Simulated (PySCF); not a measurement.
# One shape, several levels: CH7NSn (SMILES C[NH][SnH3])

Wanted: a comparison of 6 runs (B2PLYP/def2-SVP, B3LYP/def2-SVP, BLYP/def2-SVP, CAM-B3LYP/def2-SVP, TPSS/def2-SVP, SCS-MP2/def2-SVP) of CH7NSn. 

Program for the calculation: PySCF 2.14.0.

1 further run of the same task is left out (set aside as unsound or not needed).

### Step 1. The molecule

The species is CH7NSn (10 atoms), meant as a singlet with charge 0. As SMILES, `C[NH][SnH3]`. The shape is that of a PBE0-D4/def2-TZVP optimisation.

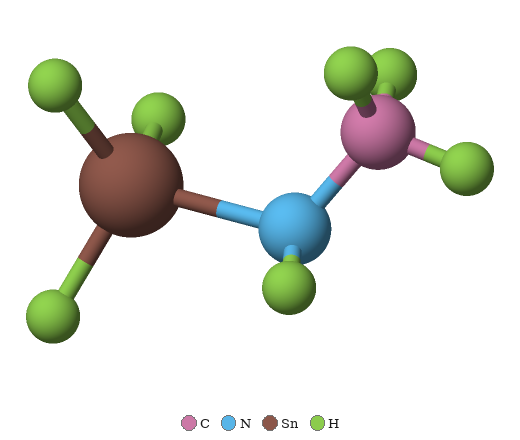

Viewed from a chosen angle; carbon pink, nitrogen blue, tin brown, hydrogen green.

### Step 2. A single-point energy at B2PLYP/def2-SVP (core potential) (run 1)

File job.py:

```python
# C[NH][SnH3]
from pyscf import gto, dft, mp

mol = gto.M(
    atom=[
    ('C', (-0.898400, 0.758000, -0.879200)),
    ('N', (-0.343000, -0.532900, -0.516500)),
    ('Sn', (0.897300, -0.629400, 1.085100)),
    ('H', (-1.664200, 0.637600, -1.652700)),
    ('H', (-1.396800, 1.201100, -0.011700)),
    ('H', (-0.168200, 1.494600, -1.247500)),
    ('H', (0.037300, -1.004000, -1.326200)),
    ('H', (1.451700, -2.239000, 1.169900)),
    ('H', (-0.052600, -0.195500, 2.433700)),
    ('H', (2.220200, 0.458400, 0.948000)),
],
    basis='def2-svp',
    verbose=3,
    max_memory=1860,
    ecp={'Sn': 'def2-svp'},
)

mf = dft.RKS(mol)
mf.xc = '0.53*HF + 0.47*B88, 0.73*LYP'
mf.grids.level = 5
mf.conv_tol = 1e-10
mf.kernel()
if not mf.converged:
    mf = mf.newton().run(mf.mo_coeff, mf.mo_occ)

pt = mp.MP2(mf, frozen=6).run()
e_final = mf.e_tot + 0.27 * pt.e_corr
print('PT2 part  %.8f' % (0.27 * pt.e_corr))
print('E = %.10f Eh' % e_final)
```

Started as:

```sh
$ OMP_NUM_THREADS=1 python job.py
```

Standard output:

```text
converged SCF energy = -310.709961083563
E(RMP2) = -311.252597123632  E_corr = -0.542636040068871
E(SCS-RMP2) = -311.255490251101  E_corr = -0.545529167538046
PT2 part  -0.14651173
E = -310.8564728144 Eh
```

It took 15 s on 1 thread of Intel Xeon at 2.70GHz, shared host; peak memory 0.45 GiB.

### Step 3. A single-point energy at B3LYP/def2-SVP (core potential) (run 2)

File run.py:

```python
from pyscf import gto, dft

molecule = gto.M(
    atom=[
    ('C', (-0.898400, 0.758000, -0.879200)),
    ('N', (-0.343000, -0.532900, -0.516500)),
    ('Sn', (0.897300, -0.629400, 1.085100)),
    ('H', (-1.664200, 0.637600, -1.652700)),
    ('H', (-1.396800, 1.201100, -0.011700)),
    ('H', (-0.168200, 1.494600, -1.247500)),
    ('H', (0.037300, -1.004000, -1.326200)),
    ('H', (1.451700, -2.239000, 1.169900)),
    ('H', (-0.052600, -0.195500, 2.433700)),
    ('H', (2.220200, 0.458400, 0.948000)),
],
    basis='def2-svp',
    ecp={'Sn': 'def2-svp'},
    charge=0,
    max_memory=1860,
    verbose=3,
)

ks = dft.RKS(molecule)
ks.xc = 'b3lyp'
ks.conv_tol = 1e-10
ks.grids.level = 5
ks.kernel()
if not ks.converged:
    ks = ks.newton().run(ks.mo_coeff, ks.mo_occ)

e_final = ks.e_tot
print('Final energy', e_final)
```

Started as:

```sh
$ OMP_NUM_THREADS=1 python run.py
```

Standard output:

```text
converged SCF energy = -311.325041670063
Final energy -311.3250416700631
```

Run time: 19 s. Hardware: 1 thread of Intel Xeon at 2.70GHz, shared host; peak memory 0.45 GiB.

Runs 3 to 5 aren't shown in full; the table further down has their settings and results.

### Step 4. The energy at SCS-MP2/def2-SVP (core potential) (run 6)

File run.py:

```python
# C[NH][SnH3]
from pyscf import gto, mp

mol = gto.M(
    atom='''
C       -0.898400       0.758000      -0.879200
N       -0.343000      -0.532900      -0.516500
Sn       0.897300      -0.629400       1.085100
H       -1.664200       0.637600      -1.652700
H       -1.396800       1.201100      -0.011700
H       -0.168200       1.494600      -1.247500
H        0.037300      -1.004000      -1.326200
H        1.451700      -2.239000       1.169900
H       -0.052600      -0.195500       2.433700
H        2.220200       0.458400       0.948000
''',
    max_memory=1860,
    charge=0,
    ecp={'Sn': 'def2-svp'},
    verbose=3,
    basis='def2-svp',
)

mf = mol.RHF()
mf.conv_tol = 1e-10
mf.kernel()
if not mf.converged:
    mf = mf.newton().run(mf.mo_coeff, mf.mo_occ)

pt = mp.MP2(mf, frozen=6).run()
etot = mf.e_tot + 1.2 * pt.e_corr_os + pt.e_corr_ss / 3
print('E(%s) = %.9f' % ('SCS-MP2', etot))
```

Started as:

```sh
$ OMP_NUM_THREADS=1 python run.py
```

Standard output:

```text
converged SCF energy = -309.623614715988
E(RMP2) = -310.064534718705  E_corr = -0.440920002717252
E(SCS-RMP2) = -310.06814284166  E_corr = -0.444528125672475
E(SCS-MP2) = -310.068142842
```

It took 1.8 s on 1 thread of Intel Xeon at 2.70GHz, shared host; peak memory 0.22 GiB.

### Step 5. All runs side by side

```csv
run,level,frozen core orbitals,integration grid,energy (Eh),dipole moment (D) of the reference,HOMO energy (eV),LUMO energy (eV),wall time
1,B2PLYP/def2-SVP (core potential),6,5,-310.856473,0.86,-7.59,1.42,15 s
2,B3LYP/def2-SVP (core potential),–,5,-311.325042,0.82,-6.05,0.14,19 s
3,BLYP/def2-SVP (core potential),–,5,-311.129700,0.80,-4.77,-0.34,21 s
4,CAM-B3LYP/def2-SVP (core potential),–,5,-311.177322,0.84,-7.67,1.32,27 s
5,TPSS/def2-SVP (core potential),–,5,-311.185109,0.83,-5.05,-0.26,33 s
6,SCS-MP2/def2-SVP (core potential),6,–,-310.068143,0.93,-9.80,3.22,1.8 s
```

### Step 6. Summary of results

```
                                          quantity          value
                               run 6: total energy  -310.06814 Eh
       run 6: dipole moment (Hartree–Fock density)         0.93 D
        run 6: HOMO energy (Hartree–Fock orbitals)       -9.80 eV
        run 6: LUMO energy (Hartree–Fock orbitals)        3.22 eV
      run 6: HOMO–LUMO gap (Hartree–Fock orbitals)       13.02 eV
run 6: correlation energy (6 core orbitals frozen)     -444.5 mEh
```

**Reading.** Over runs 1, 2, 3, 4, 5 the dipole moment (its size) runs from 0.80 D (BLYP/def2-SVP) to 0.86 D (B2PLYP/def2-SVP). A double hybrid's value is that of its SCF part. Over runs 1, 2, 3, 4, 5 the HOMO–LUMO gap runs from 4.43 eV (BLYP/def2-SVP) to 9.01 eV (B2PLYP/def2-SVP). Totals of different functionals can't be ranked against each other. All runs together took 2 min, the longest 33 s.
